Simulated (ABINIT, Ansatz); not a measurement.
## CdF2 (Fm-3m): third-order response

Which lines does CdF2 (Fm-3m) show in Raman and infrared spectra?

Main program and level: ABINIT 10.8.3; DFT LDA, scalar-relativistic, plane waves, PseudoDojo norm-conserving pseudopotentials.

## 1. Set-up

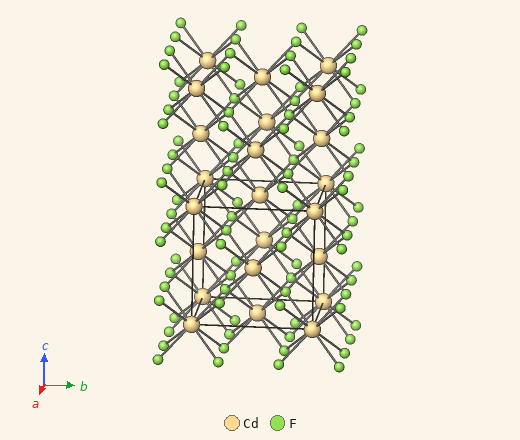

The starting structure, seen slightly off an axis (cadmium orange, fluorine green). 1×1×2 cells are drawn. This picture shows the conventional cell, with its axes. Some periodic images of atoms are drawn too.

As a file:

```cif
data_structure
_symmetry_space_group_name_H-M 'Fm-3m'
_symmetry_Int_Tables_number 225
_cell_length_a 5.3880
_cell_length_b 5.3880
_cell_length_c 5.3880
_cell_angle_alpha 90.000
_cell_angle_beta 90.000
_cell_angle_gamma 90.000
_cell_volume 156.42
loop_
_atom_site_label
_atom_site_type_symbol
_atom_site_symmetry_multiplicity
_atom_site_Wyckoff_symbol
_atom_site_fract_x
_atom_site_fract_y
_atom_site_fract_z
_atom_site_occupancy
Cd1 Cd 4 a 0.00000 0.00000 0.00000 1
F1 F 8 c 0.25000 0.75000 0.75000 1
```

## 2. A first look

A first run with smearing and empty bands tells whether the crystal has a gap, which decides between fixed occupations and smearing later on.

The input, probe.abi:

```
# ground state
tolvrs 1.0d-08
prtden 1
prtwf 1

# basis, mesh and filling
ecut 47.0
ngkpt 6 6 6
nshiftk 1
shiftk 0.0 0.0 0.0
istwfk *1
occopt 7
tsmear 0.005
nband 25
nstep 100
diemac 9.0
prtebands 0
prtgsr 0

# cell and atoms
acell 3*1.0 Angstrom
rprim 
    0.0 2.694 2.694
    2.694 0.0 2.694
    2.694 2.694 0.0
ntypat 2
znucl 48 9
natom 3
typat 1 2 2
xred 
    0.0 0.0 0.0
    0.25 0.25 0.25
    0.75 0.75 0.75
pp_dirpath "./pseudo"
pseudos "Cd.upf, F.upf"
```

Command:

```bash
> OMP_NUM_THREADS=1 mpirun -n 16 abinit probe.abi > probe.log
```

Numbers of over 12 decimals in the logs are rounded to 6 here.

probe.abo, the main output file:

```text
[banners, grids, parts of the stress and lines that vanish by symmetry left out]
- input  file    -> probe.abi
- output file    -> probe.abo
- root for input  files -> probei
[...]
Symmetries : space group Fm -3 m (#225); Bravais cF (face-center cubic)
[...]
mpw =        4092          nfft =      110592          nkpt =          16
[...]
== DATASET  1 ==================================================================
[...]
cutoff_energies: {ecut:  47.0, pawecutdg:  -1.0, }
[...]
ETOT  1  -223.17380542387    -2.232E+02 6.471E+00 1.652E+03
 ETOT  2  -224.16277850620    -9.890E-01 6.764E-02 2.669E+03
 ETOT  3  -224.49250349753    -3.297E-01 2.799E-02 1.025E+02
 ETOT  4  -224.50116823944    -8.665E-03 7.681E-03 5.411E+01
 ETOT  5  -224.50659198606    -5.424E-03 4.765E-03 5.246E+00
[...]
ETOT  9  -224.50739691092    -2.528E-08 4.498E-04 8.341E-07
 ETOT 10  -224.50739691104    -1.236E-10 8.670E-04 1.807E-09
 At SCF step   10       vres2   =  1.81E-09 < tolvrs=  1.00E-08 =>converged.
[...]
sigma(1 1)=  2.10803301E-04  sigma(3 2)=  0.00000000E+00
  sigma(2 2)=  2.10803301E-04  sigma(3 1)=  0.00000000E+00
  sigma(3 3)=  2.10803301E-04  sigma(2 1)=  0.00000000E+00
[...]
convergence: {deltae: -1.236E-10, res2:  1.807E-09, residm:  8.670E-04, diffor: null, }
etotal    :  -2.24507397E+02
[...]
sigma(1 1)=  2.10803301E-04  sigma(3 2)=  0.00000000E+00
  sigma(2 2)=  2.10803301E-04  sigma(3 1)=  0.00000000E+00
  sigma(3 3)=  2.10803301E-04  sigma(2 1)=  0.00000000E+00
[...]
- sigma(1 1)=  6.20204723E+00  sigma(3 2)=  0.00000000E+00
- sigma(2 2)=  6.20204723E+00  sigma(3 1)=  0.00000000E+00
- sigma(3 3)=  6.20204723E+00  sigma(2 1)=  0.00000000E+00
[...]
fcart     -1.7217158019E-31  3.4434316038E-32  2.7547452831E-31
           strten      2.1080330080E-04  2.1080330080E-04  2.1080330080E-04
================================================================================

[key lines of the parts left out:]
pressure_GPa:  -6.2020E+00
```

It took 5.7 s on 16 MPI ranks of Arm Neoverse V2, shared host.

Read from the output:

```
volume per atom   : 13.03 Å³
pressure          : -6.202 GPa
gap on the k-mesh : 2.841 eV
```

A gap of 2.8 eV opens on this mesh, so the crystal is taken as an insulator; the printed pressure holds the stress of the finite basis too.

## 3. Relaxing the cell and atoms

The harmonic expansion needs vanishing forces, and a free crystal bears no stress, so cell and atoms are brought to rest. Stress is more sensitive to the basis than forces are: the last 3 Ha under the cutoff are smoothed with ecutsm, and the cutoff is raised above that of the later runs.

The input, relax.abi:

```
# relaxation
ionmov 2
optcell 2
dilatmx 1.08
ntime 40
tolmxf 1.0d-05
tolvrs 1.0d-14
prtwf 0
prtden 0
chksymtnons 0

# basis, mesh and filling
ecut 57.0
ecutsm 3.0
ngkpt 8 8 8
nshiftk 1
shiftk 0.0 0.0 0.0
istwfk *1
occopt 1
nband 17
nstep 100
diemac 9.0
prtebands 0
prtgsr 0

# cell and atoms
acell 3*1.0 Angstrom
rprim 
    0.0 2.694 2.694
    2.694 0.0 2.694
    2.694 2.694 0.0
ntypat 2
znucl 48 9
natom 3
typat 1 2 2
xred 
    0.0 0.0 0.0
    0.25 0.25 0.25
    0.75 0.75 0.75
pp_dirpath "./pseudo"
pseudos "Cd.upf, F.upf"
```

Command:

```bash
> OMP_NUM_THREADS=1 mpirun -n 16 abinit relax.abi > relax.log
```

relax.abo, the main output file:

```text
[banners, grids, parts of the stress and lines that vanish by symmetry left out]
- input  file    -> relax.abi
- output file    -> relax.abo
- root for input  files -> relaxi
[...]
Symmetries : space group Fm -3 m (#225); Bravais cF (face-center cubic)
[...]
mpw =        6866          nfft =      157464          nkpt =          29
[...]
== DATASET  1 ==================================================================
[...]
-    --> not optimal distribution: autoparal keyword recommended in input file <--
[...]
cutoff_energies: {ecut:  57.0, pawecutdg:  -1.0, }
[...]
ETOT  1  -218.87082261965    -2.189E+02 7.301E+00 1.902E+04
 ETOT  2  -221.92090883187    -3.050E+00 2.113E+00 3.126E+04
 ETOT  3  -224.02216139775    -2.101E+00 6.771E-01 4.604E+03
 ETOT  4  -224.29435384154    -2.722E-01 3.830E-01 2.657E+03
 ETOT  5  -224.46514553101    -1.708E-01 8.069E-02 6.430E+02
[...]
At SCF step   23       vres2   =  5.26E-16 < tolvrs=  1.00E-14 =>converged.
[...]
sigma(1 1)=  1.95071280E-04  sigma(3 2)=  0.00000000E+00
  sigma(2 2)=  1.95071280E-04  sigma(3 1)=  0.00000000E+00
  sigma(3 3)=  1.95071280E-04  sigma(2 1)=  0.00000000E+00
[...]
convergence: {deltae: -4.448E-11, res2:  5.256E-16, residm:  2.030E-15, diffor: null, }
etotal    :  -2.24507667E+02
[...]
ETOT  1  -224.49396166712    -2.245E+02 5.823E-03 2.370E+02
[...]
At SCF step   15       vres2   =  5.50E-15 < tolvrs=  1.00E-14 =>converged.
[...]
sigma(1 1)=  1.33418367E-04  sigma(3 2)=  0.00000000E+00
  sigma(2 2)=  1.33418367E-04  sigma(3 1)=  0.00000000E+00
  sigma(3 3)=  1.33418367E-04  sigma(2 1)=  0.00000000E+00
[...]
convergence: {deltae: -1.700E-11, res2:  5.501E-15, residm:  3.957E-14, diffor: null, }
etotal    :  -2.24508427E+02
[...]
ETOT  1  -224.45310563722    -2.245E+02 3.552E-01 9.644E+02
[...]
At SCF step   15       vres2   =  7.07E-16 < tolvrs=  1.00E-14 =>converged.
[...]
sigma(1 1)= -1.27126578E-05  sigma(3 2)=  0.00000000E+00
  sigma(2 2)= -1.27126578E-05  sigma(3 1)=  0.00000000E+00
  sigma(3 3)= -1.27126578E-05  sigma(2 1)=  0.00000000E+00
[...]
convergence: {deltae:  1.884E-11, res2:  7.071E-16, residm:  8.138E-14, diffor: null, }
etotal    :  -2.24509010E+02
[...]
ETOT  1  -224.50854461186    -2.245E+02 3.376E-07 7.680E+00
[...]
At SCF step   15       vres2   =  7.79E-16 < tolvrs=  1.00E-14 =>converged.
[...]
sigma(1 1)=  6.88257808E-07  sigma(3 2)=  0.00000000E+00
  sigma(2 2)=  6.88257808E-07  sigma(3 1)=  0.00000000E+00
  sigma(3 3)=  6.88257808E-07  sigma(2 1)=  0.00000000E+00
[...]
convergence: {deltae:  1.552E-11, res2:  7.792E-16, residm:  1.101E-15, diffor: null, }
etotal    :  -2.24509015E+02
[...]
ETOT  1  -224.50901393610    -2.245E+02 9.383E-09 2.016E-02
[...]
ETOT 10  -224.50901516529     3.112E-11 3.344E-15 7.913E-14
 ETOT 11  -224.50901516528     1.174E-11 1.465E-15 5.848E-15
 At SCF step   11       vres2   =  5.85E-15 < tolvrs=  1.00E-14 =>converged.
[...]
sigma(1 1)=  3.20029848E-09  sigma(3 2)=  0.00000000E+00
  sigma(2 2)=  3.20029847E-09  sigma(3 1)=  0.00000000E+00
  sigma(3 3)=  3.20029848E-09  sigma(2 1)=  0.00000000E+00
[...]
convergence: {deltae:  1.174E-11, res2:  5.848E-15, residm:  1.465E-15, diffor: null, }
etotal    :  -2.24509015E+02
[...]
At Broyd/MD step   5, gradients are converged :
[...]
sigma(1 1)=  3.20029848E-09  sigma(3 2)=  0.00000000E+00
  sigma(2 2)=  3.20029847E-09  sigma(3 1)=  0.00000000E+00
  sigma(3 3)=  3.20029848E-09  sigma(2 1)=  0.00000000E+00
[...]
- sigma(1 1)=  9.41560319E-05  sigma(3 2)=  0.00000000E+00
- sigma(2 2)=  9.41560318E-05  sigma(3 1)=  0.00000000E+00
- sigma(3 3)=  9.41560319E-05  sigma(2 1)=  0.00000000E+00
[...]
fcart     -7.0051480515E-32 -3.5025740258E-32  7.0051480515E-32
           strten      3.2002984776E-09  3.2002984741E-09  3.2002984776E-09
================================================================================

[key lines of the parts left out:]
pressure_GPa:  -9.4156E-05
Total energy (etotal) [Ha]= -2.24509015165281E+02
```

Wall time 65 s (16 MPI ranks); 17 min of CPU time.

The steps of the relaxation:

```
step  energy less that of the first step (eV)  largest force (eV/Å)  volume (Å³)
   1                                   0.0000                0.0000        39.10
   2                                  -0.0207                0.0000        38.42
   3                                  -0.0365                0.0000        37.05
   4                                  -0.0367                0.0000        37.16
   5                                  -0.0367                0.0000        37.16
```

```
conventional cell, symmetrised  before  after  change
                         a (Å)   5.388  5.297  -1.7 %
                         b (Å)   5.388  5.297  -1.7 %
                         c (Å)   5.388  5.297  -1.7 %
              volume (Å³/atom)   13.03  12.39  -5.0 %
```

The relaxed structure:

```cif
data_structure
_symmetry_space_group_name_H-M 'P 1'
_symmetry_Int_Tables_number 1
_cell_length_a 3.7456
_cell_length_b 3.7456
_cell_length_c 3.7456
_cell_angle_alpha 60.000
_cell_angle_beta 60.000
_cell_angle_gamma 60.000
_cell_volume 37.16
loop_
_atom_site_label
_atom_site_type_symbol
_atom_site_fract_x
_atom_site_fract_y
_atom_site_fract_z
_atom_site_occupancy
Cd1 Cd 0.00000 0.00000 0.00000 1
F2 F 0.25000 0.25000 0.25000 1
F3 F 0.75000 0.75000 0.75000 1
```

This step gave:

| Item | Value |
| --- | --- |
| volume per atom | 12.39 Å³ |
| pressure | -9.42e-5 GPa |

The volume changes by -5.0 % in this run and stands -5.0 % from the first cell.

## 4. Self-consistent run for the response

The response is built on these wavefunctions, so the potential is converged far more tightly than an energy would need. The mesh is shifted off Γ, since shifted meshes converge sums over the zone faster.

The input, gs.abi:

```
# ground state
tolvrs 1.0d-16
prtden 1
prtwf 1

# basis, mesh and filling
ecut 47.0
ngkpt 6 6 6
nshiftk 4
shiftk 
    0.5 0.5 0.5
    0.5 0.0 0.0
    0.0 0.5 0.0
    0.0 0.0 0.5
istwfk *1
occopt 1
nband 17
nstep 100
diemac 9.0
prtebands 0
prtgsr 0

# cell and atoms
acell 3*1.0 Angstrom
rprim 
    0.0 2.648510689 2.648510689
    2.648510689 0.0 2.648510689
    2.648510689 2.648510689 0.0
ntypat 2
znucl 48 9
natom 3
typat 1 2 2
xred 
    0.0 0.0 0.0
    0.25 0.25 0.25
    0.75 0.75 0.75
pp_dirpath "./pseudo"
pseudos "Cd.upf, F.upf"
```

Command:

```bash
> OMP_NUM_THREADS=1 mpirun -n 16 abinit gs.abi > gs.log
```

gs.abo, the main output file:

```text
[banners, grids, parts of the stress and lines that vanish by symmetry left out]
- input  file    -> gs.abi
- output file    -> gs.abo
- root for input  files -> gsi
[...]
Symmetries : space group Fm -3 m (#225); Bravais cF (face-center cubic)
[...]
mpw =        3882          nfft =       91125          nkpt =          28
[...]
== DATASET  1 ==================================================================
[...]
-    --> not optimal distribution: autoparal keyword recommended in input file <--
[...]
cutoff_energies: {ecut:  47.0, pawecutdg:  -1.0, }
[...]
ETOT  1  -219.13330283185    -2.191E+02 5.864E+00 1.129E+04
 ETOT  2  -221.68245006230    -2.549E+00 1.915E+00 2.049E+04
 ETOT  3  -223.94749085187    -2.265E+00 1.059E+00 2.908E+03
 ETOT  4  -224.26241011391    -3.149E-01 4.628E-01 1.643E+03
 ETOT  5  -224.45193587475    -1.895E-01 1.946E-01 5.239E+02
[...]
ETOT 25  -224.50874708806    -2.805E-11 8.492E-16 2.388E-15
 ETOT 26  -224.50874708804     1.907E-11 5.184E-17 4.998E-17
 At SCF step   26       vres2   =  5.00E-17 < tolvrs=  1.00E-16 =>converged.
[...]
sigma(1 1)=  1.65372371E-05  sigma(3 2)=  0.00000000E+00
  sigma(2 2)=  1.65372371E-05  sigma(3 1)=  0.00000000E+00
  sigma(3 3)=  1.65372371E-05  sigma(2 1)=  0.00000000E+00
[...]
convergence: {deltae:  1.907E-11, res2:  4.998E-17, residm:  5.184E-17, diffor: null, }
etotal    :  -2.24508747E+02
[...]
sigma(1 1)=  1.65372371E-05  sigma(3 2)=  0.00000000E+00
  sigma(2 2)=  1.65372371E-05  sigma(3 1)=  0.00000000E+00
  sigma(3 3)=  1.65372371E-05  sigma(2 1)=  0.00000000E+00
[...]
- sigma(1 1)=  4.86542312E-01  sigma(3 2)=  0.00000000E+00
- sigma(2 2)=  4.86542312E-01  sigma(3 1)=  0.00000000E+00
- sigma(3 3)=  4.86542312E-01  sigma(2 1)=  0.00000000E+00
[...]
fcart     -1.1383365577E-31 -8.7564350592E-33  1.8388513624E-31
           strten      1.6537237072E-05  1.6537237072E-05  1.6537237072E-05
================================================================================

[key lines of the parts left out:]
pressure_GPa:  -4.8654E-01
```

Elapsed: 14 s, on 16 MPI ranks; 3.6 min of CPU time.

Read from the output:

| Quantity | Value |
| --- | --- |
| pressure | -0.4865 GPa |

The cell stands at -0.49 GPa: the relaxation ran with a smoothed and higher cutoff and on another k mesh.

## 5. The gap at rest

Empty bands on the ground state's density check that the gap assumed so far is there in this cell.

The input, gap.abi:

```
# empty bands on the ground state's density
iscf -2
getden_filepath "gso_DEN"
tolwfr 1.0d-12
nbdbuf 2
prtwf 0

# basis, mesh and filling
ecut 47.0
ngkpt 8 8 8
nshiftk 1
shiftk 0.0 0.0 0.0
istwfk *1
occopt 1
nband 21
nstep 100
diemac 9.0
prtebands 0
prtgsr 0

# cell and atoms
acell 3*1.0 Angstrom
rprim 
    0.0 2.648510689 2.648510689
    2.648510689 0.0 2.648510689
    2.648510689 2.648510689 0.0
ntypat 2
znucl 48 9
natom 3
typat 1 2 2
xred 
    0.0 0.0 0.0
    0.25 0.25 0.25
    0.75 0.75 0.75
pp_dirpath "./pseudo"
pseudos "Cd.upf, F.upf"
```

Command:

```bash
> OMP_NUM_THREADS=1 mpirun -n 16 abinit gap.abi > gap.log
```

gap.abo, the main output file:

```text
[banners, grids, parts of the stress and lines that vanish by symmetry left out]
- input  file    -> gap.abi
- output file    -> gap.abo
- root for input  files -> gapi
[...]
Symmetries : space group Fm -3 m (#225); Bravais cF (face-center cubic)
[...]
mpw =        3895          nfft =       91125          nkpt =          29
[...]
== DATASET  1 ==================================================================
[...]
-    --> not optimal distribution: autoparal keyword recommended in input file <--
[...]
cutoff_energies: {ecut:  47.0, pawecutdg:  -1.0, }
[...]
-outvars: echo values of variables after computation
            acell      1.8897261259E+00  1.8897261259E+00  1.8897261259E+00 Bohr
================================================================================
```

Run time: 5.9 s. Hardware: 16 MPI ranks.

Numbers from this step:

* gap on the k-mesh: 3.005 eV

In this cell the gap on the mesh is 3.0 eV, indirect (smallest direct 3.4 eV), so fixed occupations hold.

[end of part 1 of 3]

[Host names and launcher messages were left out of these logs when they were recorded.]

[Logs are printed without paths, hosts, clocks, repeated set-up lines and the standing remarks that a program may print on its own settings, such as how far it seeks lower states.]

[Hosts, paths, dates, database ids (printed as entryN), source tags and the programs' standing remarks are cut or masked in the printed files.]
